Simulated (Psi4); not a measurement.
**TPSSh/cc-pVDZ run of CH7NOSi (SMILES CO[SiH2]N)**

Aim: the energy change on altering one bond length of CH7NOSi at TPSSh/cc-pVDZ, from 2 runs. 

The results are computed with Psi4 1.11.

4 further runs of the same task are left out: 4 that didn't finish.

## (1) Starting point

CH7NOSi has 11 atoms, charge 0, and is taken as a singlet. SMILES: `CO[SiH2]N`. Geometry: relaxed at PBE0-D4/def2-TZVP. This is one conformer, not always the lowest.

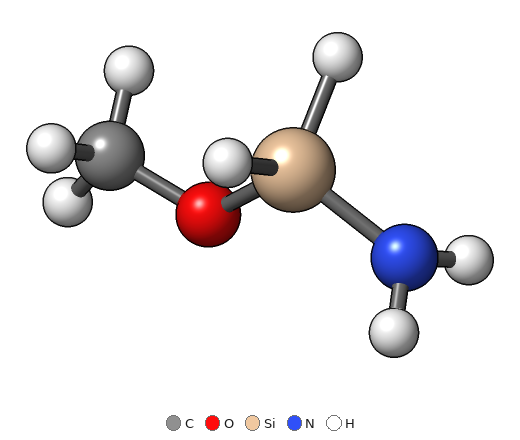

The structure, seen from a chosen angle (carbon grey, oxygen red, silicon light orange, nitrogen blue, hydrogen white).

## (2) Energy and forces at TPSSh/cc-pVDZ

File job.py:

```python
import psi4

psi4.set_memory(1600000000)
psi4.set_num_threads(1)
psi4.core.set_output_file('psi4.out', False)

mol = psi4.geometry("""
C     -0.655300     1.711900     0.500200
O     -0.610600     0.508700    -0.227100
Si     0.533800    -0.642700     0.054300
N      0.344700    -2.006900    -0.943700
H      0.258400     2.302900     0.362300
H     -1.501500     2.301200     0.142400
H     -0.790700     1.531800     1.573800
H      0.421900    -1.079900     1.472300
H      1.874600    -0.055000    -0.212100
H     -0.403400    -2.661100    -0.783300
H      0.593600    -1.968000    -1.918400
symmetry c1
""")

psi4.set_options({
    'basis': 'cc-pVDZ',
    'puream': True,
    'e_convergence': 1e-09,
    'd_convergence': 1e-08,
    'scf_type': 'pk',
    'dft_radial_points': 99,
    'dft_spherical_points': 590,
})

E = psi4.gradient("tpssh")
print('gradient / Eh bohr^-1')
print(E.np.round(6))
```

Launch:

```console
$ python job.py
```

psi4.out:

```text
[...]
  Running in c1 symmetry.
[...]
  Nuclear repulsion =  180.915586265184970
[...]
  Multiplicity = 1
[...]
  Nalpha       = 21
  Nbeta        = 21
[...]
    Number of basis functions: 95
[...]
   @RKS iter   1:  -461.46894632336563   -1.96289e-01   9.87981e-03 ADIIS/DIIS
[...]
   @RKS iter  11:  -461.85792534260787   -4.09273e-12   4.72534e-09 DIIS
[...]
    Orbital Energies [Eh]
    ---------------------
    Doubly Occupied:
       1A    -66.021023     2A    -19.047713     3A    -14.238181
       4A    -10.168099     5A     -5.235753     6A     -3.584856
       7A     -3.583586     8A     -3.582275     9A     -0.982827
      10A     -0.826714    11A     -0.660869    12A     -0.518080
      13A     -0.471128    14A     -0.437598    15A     -0.425909
      16A     -0.421729    17A     -0.364951    18A     -0.327063
      19A     -0.281367    20A     -0.251181    21A     -0.245377
[...]
  @RKS Final Energy:  -461.85792534260787
   => Energetics <=
    Nuclear Repulsion Energy =            180.9155862651849702
    One-Electron Energy =                -994.6361983262479498
    Two-Electron Energy =                 392.1915929506615726
    DFT Exchange-Correlation Energy =     -40.3289062322064780
    Empirical Dispersion Energy =           0.0000000000000000
    VV10 Nonlocal Energy =                  0.0000000000000000
    Total Energy =                       -461.8579253426078708
[...]
 Multipole Moments:
 ------------------------------------------------------------------------------------
     Multipole            Electronic (a.u.)      Nuclear  (a.u.)        Total (a.u.)
 ------------------------------------------------------------------------------------
 L = 1.  Multiply by 2.5417464519 to convert [e a0] to [Debye]
 Dipole X            :         -0.3725152            0.2110706           -0.1614447
 Dipole Y            :         -1.8290500            1.7989020           -0.0301480
 Dipole Z            :         -1.4937843            1.3424450           -0.1513393
 Magnitude           :                                                    0.2233313
[...]
  -Total Gradient:
     Atom            X                  Y                   Z
    ------   -----------------  -----------------  -----------------
       1        0.000686370425    -0.003719523911    -0.001776225730
       2        0.019284606043    -0.011222126382     0.009919080667
       3       -0.018216325501     0.007293459950    -0.011205736048
       4       -0.005093903682     0.007684602128     0.000331180477
       5       -0.005426069755    -0.003800000971     0.000611373484
       6        0.005113960586    -0.003292334174     0.002336238271
       7        0.000766784874     0.000763963864    -0.006523547664
       8       -0.000213507728     0.001571021292    -0.002827974117
       9       -0.003131463701    -0.000508398864     0.000569408009
      10        0.007484333510     0.005685203207    -0.000681468407
      11       -0.001273411270    -0.000430039862     0.009239905262
[...]
```

Standard output:

```text
gradient / Eh bohr^-1
[[ 0.000686 -0.00372  -0.001776]
 [ 0.019285 -0.011222  0.009919]
 [-0.018216  0.007293 -0.011206]
 [-0.005094  0.007685  0.000331]
 [-0.005426 -0.0038    0.000611]
 [ 0.005114 -0.003292  0.002336]
 [ 0.000767  0.000764 -0.006524]
 [-0.000214  0.001571 -0.002828]
 [-0.003131 -0.000508  0.000569]
 [ 0.007484  0.005685 -0.000681]
 [-0.001273 -0.00043   0.00924 ]]
```

Wall time 3 min (1 thread of Intel Xeon Platinum 8259CL at 2.50GHz (Skylake/Cascade Lake), shared host); peak memory 1 GiB.

## (3) The distorted shape

File calc.inp:

```
memory 1600 MB

molecule system {
  0 1
  C     -1.47351584     3.19826698     1.86620848
  O     -1.38904508     0.92454851     0.49181067
  Si     0.77355750    -1.25128215     1.02357960
  N      0.41621029    -3.82924653    -0.86236707
  H      0.25312692     4.31509512     1.60561525
  H     -3.07260208     4.31188258     1.19006448
  H     -1.72938475     2.85792730     3.89501845
  H      0.56209715    -2.07747042     3.70321125
  H      3.30730229    -0.14069011     0.52015656
  H     -0.99749382    -5.06550536    -0.55925500
  H      1.12174143    -3.71898101    -3.62525060
  units au
  symmetry c1
  no_reorient
  no_com
}

set {
  basis cc-pVDZ
  puream true
  e_convergence 1e-09
  d_convergence 1e-08
  scf_type pk
  dft_radial_points 99
  dft_spherical_points 590
}

E, wfn = gradient('tpssh', return_wfn=True)
oeprop(wfn, 'DIPOLE', 'MULLIKEN_CHARGES', 'MAYER_INDICES')
print_variables()
```

Launch:

```console
$ psi4 -n 1 calc.inp calc.out
```

calc.out (excerpt; [...] marks lines left out):

```text
[...]
  Running in c1 symmetry.
[...]
  Nuclear repulsion =  178.954438515785654
[...]
  Multiplicity = 1
[...]
  Nalpha       = 21
  Nbeta        = 21
[...]
    Number of basis functions: 95
[...]
   @RKS iter   1:  -461.32596416861207   -2.24221e-01   1.01295e-02 ADIIS/DIIS
[...]
   @RKS iter  12:  -461.77581551509400   -3.18323e-12   2.76132e-09 DIIS
[...]
    Orbital Energies [Eh]
    ---------------------
    Doubly Occupied:
       1A    -66.023078     2A    -19.047236     3A    -14.266227
       4A    -10.167944     5A     -5.237502     6A     -3.586677
       7A     -3.585403     8A     -3.583942     9A     -0.982425
      10A     -0.794170    11A     -0.660051    12A     -0.514384
      13A     -0.442419    14A     -0.427560    15A     -0.421432
      16A     -0.403195    17A     -0.355625    18A     -0.322495
      19A     -0.281147    20A     -0.251028    21A     -0.240683
[...]
  @RKS Final Energy:  -461.77581551509400
   => Energetics <=
    Nuclear Repulsion Energy =            178.9544385157856539
    One-Electron Energy =                -990.8017800998840130
    Two-Electron Energy =                 390.2698888092527909
    DFT Exchange-Correlation Energy =     -40.1983627402484487
    Empirical Dispersion Energy =           0.0000000000000000
    VV10 Nonlocal Energy =                  0.0000000000000000
    Total Energy =                       -461.7758155150939956
[...]
  -Total Gradient:
     Atom            X                  Y                   Z
    ------   -----------------  -----------------  -----------------
       1        0.000739515594    -0.003738204155    -0.001683222847
       2        0.019085006998    -0.011622881729     0.008739186794
       3       -0.020294387557     0.001149447862    -0.001689125179
       4       -0.039706402099     0.005923182323     0.097237541544
       5       -0.005431974651    -0.003830973295     0.000596163820
       6        0.005123166468    -0.003326592527     0.002290772605
       7        0.000828660864     0.000641268233    -0.006615969278
       8        0.000422529113     0.003787900401    -0.002818467706
       9       -0.002929505640    -0.000601225553    -0.000424174809
      10        0.010415445551     0.008988955711     0.009350584903
      11        0.031743381026     0.002619512690    -0.104985843873
[...]
```

Wall time 3.2 min (1 thread of Intel Xeon Platinum 8259CL at 2.50GHz (Skylake/Cascade Lake), shared host); peak memory 1 GiB.

## (4) Results

At TPSSh/cc-pVDZ:

| quantity | value |
| --- | --- |
| first shape: total energy | -461.85793 Eh |
| first shape: dipole moment | 0.57 D |
| first shape: HOMO energy | -6.68 eV |
| first shape: LUMO energy | 1.19 eV |
| first shape: HOMO–LUMO gap | 7.87 eV |
| first shape: largest force on an atom | 1.256 eV/Å |
| distorted shape: total energy | -461.77582 Eh |
| distorted shape: dipole moment | 0.55 D |
| distorted shape: HOMO energy | -6.55 eV |
| distorted shape: LUMO energy | -1.68 eV |
| distorted shape: HOMO–LUMO gap | 4.87 eV |
| distorted shape: largest force on an atom | 5.642 eV/Å |
| energy change with the N4–H11 bond stretched from 1.007 to 1.510 Å | 2.234 eV |

In words: With the N4–H11 bond stretched from 1.007 to 1.510 Å the energy rises by 2.23 eV (216 kJ/mol). The first shape isn't relaxed at this level, so the change isn't measured from a minimum. The largest force (first shape) is 1.26 eV/Å: the shape isn't a stationary point for this species at this level.
